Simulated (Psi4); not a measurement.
# BHOF2 (SMILES OB(F)F) at TPSS/def2-TZVPD (density fitting with def2-universal-jkfit, sweep point 3)

What is the vertical singlet–triplet gap of BHOF2 at TPSS/def2-TZVPD (density fitting with def2-universal-jkfit, sweep point 3)? 

Program for the calculation: Psi4 1.11.

### 1 The system as given

BHOF2: 5 atoms, total charge 0, spin state singlet. SMILES: `OB(F)F`. The shape is that of a PBE0-D4/def2-TZVP optimisation.

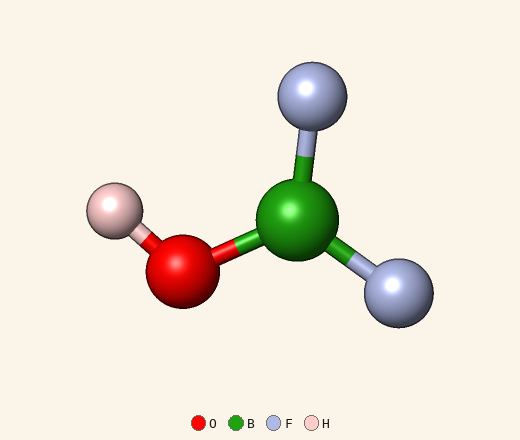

The structure, seen from a chosen angle (oxygen red, boron green, fluorine light blue, hydrogen pink).

### 2 A single-point energy at TPSS/def2-TZVPD (density fitting with def2-universal-jkfit, sweep point 3)

Contents of bf2ho.in:

```
memory 1600 MB

molecule molecule1 {
  O      0.038630     1.000750     0.174310
  B      0.105760    -0.342460     0.137210
  F      0.731030    -0.986880     1.100700
  F     -0.439530    -1.051930    -0.843330
  H     -0.435890     1.380520    -0.568880
  symmetry c1
}

set {
  basis def2-TZVPD
  puream true
  scf_type df
  dft_radial_points 99
  dft_spherical_points 590
  df_basis_scf def2-universal-jkfit
}

E, wfn = energy("tpss", return_wfn=True)
```

Launch:

```console
$ psi4 -n 1 bf2ho.in bf2ho.out
```

bf2ho.out:

```text
[...]
  Running in c1 symmetry.
[...]
  Nuclear repulsion =  112.725598717264262
[...]
  Multiplicity = 1
[...]
  Nalpha       = 16
  Nbeta        = 16
[...]
    Number of basis functions: 166
[...]
   @DF-RKS iter   1:  -300.43473632683367   -3.07113e-01   5.47375e-03 DIIS/ADIIS
[...]
   @DF-RKS iter   9:  -300.69652971198349   -9.76019e-08   3.79011e-07 DIIS
[...]
    Orbital Energies [Eh]
    ---------------------
    Doubly Occupied:
       1A    -24.429713     2A    -24.425846     3A    -18.928040
       4A     -6.707567     5A     -1.167131     6A     -1.139293
       7A     -0.995138     8A     -0.556844     9A     -0.514728
      10A     -0.482808    11A     -0.448651    12A     -0.411877
      13A     -0.388368    14A     -0.374672    15A     -0.347848
      16A     -0.332924
[...]
  @DF-RKS Final Energy:  -300.69652971198349
   => Energetics <=
    Nuclear Repulsion Energy =            112.7255987172642619
    One-Electron Energy =                -640.2189157609523136
    Two-Electron Energy =                 260.9113416079285344
    DFT Exchange-Correlation Energy =     -34.1145542762239202
    Empirical Dispersion Energy =           0.0000000000000000
    VV10 Nonlocal Energy =                  0.0000000000000000
    Total Energy =                       -300.6965297119834872
[...]
 Multipole Moments:
 ------------------------------------------------------------------------------------
     Multipole            Electronic (a.u.)      Nuclear  (a.u.)        Total (a.u.)
 ------------------------------------------------------------------------------------
 L = 1.  Multiply by 2.5417464519 to convert [e a0] to [Debye]
 Dipole X            :          0.2681302           -0.5864318           -0.3183016
 Dipole Y            :         -2.3401091            2.8269837            0.4868747
 Dipole Z            :          0.1854877           -0.6583888           -0.4729010
 Magnitude           :                                                    0.7496654
[...]
```

It took 46 s on 1 thread of Intel Xeon at 2.70GHz, shared host; peak memory 1.2 GiB.

### 3 The triplet at the same level

Contents of job.in:

```
memory 1600 mb

molecule system {
  0 3
  O      0.038630     1.000750     0.174310
  B      0.105760    -0.342460     0.137210
  F      0.731030    -0.986880     1.100700
  F     -0.439530    -1.051930    -0.843330
  H     -0.435890     1.380520    -0.568880
  units angstrom
  symmetry c1
}

set basis def2-TZVPD
set reference uks
set puream true
set scf_type df
set dft_radial_points 99
set dft_spherical_points 590
set df_basis_scf def2-universal-jkfit
set maxiter 100

energy("tpss")
```

Launch:

```console
$ psi4 -i job.in -o job.out -n 1
```

job.out:

```text
[...]
  Running in c1 symmetry.
[...]
  Nuclear repulsion =  112.725598717264262
[...]
  Multiplicity = 3
[...]
  Nalpha       = 17
  Nbeta        = 15
[...]
    Number of basis functions: 166
[...]
   @DF-UKS iter   1:  -300.03354966839476    9.40739e-02   5.31086e-03 ADIIS/DIIS
[...]
   @DF-UKS iter  14:  -300.38365074642508   -1.60776e-08   5.10334e-07 DIIS
[...]
   @S^2 Observed:                2.002870160E+00
[...]
    Orbital Energies [Eh]
    ---------------------
    Alpha Occupied:
       1A    -24.508206     2A    -24.508128     3A    -19.128013
       4A     -6.803761     5A     -1.244388     6A     -1.214269
       7A     -1.171377     8A     -0.688984     9A     -0.590298
      10A     -0.575754    11A     -0.570387    12A     -0.515998
      13A     -0.497374    14A     -0.467184    15A     -0.464808
      16A     -0.434989    17A     -0.093194
    Alpha Virtual:
      18A     -0.082555    19A     -0.030224    20A      0.010310
      21A      0.011184    22A      0.036670    23A      0.040515
      24A      0.060564    25A      0.065691    26A      0.075322
[...]
  @DF-UKS Final Energy:  -300.38365074642508
   => Energetics <=
    Nuclear Repulsion Energy =            112.7255987172642619
    One-Electron Energy =                -636.8979185591126679
    Two-Electron Energy =                 257.7159612135559428
    DFT Exchange-Correlation Energy =     -33.9272921181325628
    Empirical Dispersion Energy =           0.0000000000000000
    VV10 Nonlocal Energy =                  0.0000000000000000
    Total Energy =                       -300.3836507464250758
[...]
 Multipole Moments:
 ------------------------------------------------------------------------------------
     Multipole            Electronic (a.u.)      Nuclear  (a.u.)        Total (a.u.)
 ------------------------------------------------------------------------------------
 L = 1.  Multiply by 2.5417464519 to convert [e a0] to [Debye]
 Dipole X            :          0.9632511           -0.5864318            0.3768194
 Dipole Y            :         -3.2370707            2.8269837           -0.4100869
 Dipole Z            :          1.2338296           -0.6583888            0.5754409
 Magnitude           :                                                    0.8008098
[...]
```

It took 1.8 min on 1 thread of Intel Xeon at 2.70GHz, shared host; peak memory 1.2 GiB.

### 4 Outcome

Level: TPSS/def2-TZVPD (density fitting with def2-universal-jkfit, sweep point 3).

| quantity | value |
| --- | --- |
| singlet: total energy | -300.69653 Eh |
| singlet: dipole moment | 1.91 D |
| singlet: HOMO energy | -9.06 eV |
| singlet: LUMO energy | -0.82 eV |
| singlet: HOMO–LUMO gap | 8.24 eV |
| triplet: total energy | -300.38365 Eh |
| triplet: dipole moment | 2.04 D |
| triplet: HOMO energy (highest over α and β) | -2.54 eV |
| triplet: ⟨S²⟩ | 2.003 |
| vertical energy of the triplet above the singlet | 8.514 eV |

In words: At this shape the triplet lies 8.51 eV (196 kcal/mol) above the singlet.
